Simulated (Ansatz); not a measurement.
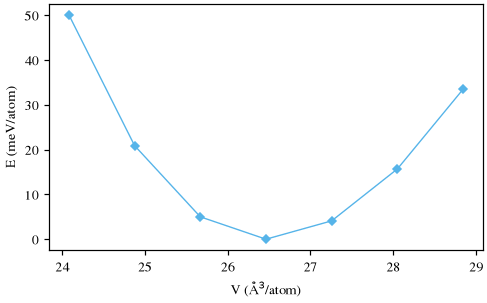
Figure: Sb (body-centred tetragonal, I4/mmm) under volume change, PBEsol in the plane-wave PAW code Ansatz, shape and atoms relaxed at each volume.

### Question
What does a third-order Birch–Murnaghan fit give for V₀, B₀ and B′?

### Answer
V₀ = 26.46 Å³/atom, B₀ = 60.4 GPa, B′ = 5.7.

The workflow started from an entry of the Crystallography Open Database (COD), which files this formula under 5 space groups. It is not the phase usual at ambient conditions (space group No. 166). The cell was relaxed with PBEsol under the symmetry of its start. At this level the phase is mechanically unstable. The volume moved by 18 % from the start of the relaxation. Spin–orbit coupling is left out wherever it is not named.

Potentials: the later of the program's two PAW sets.
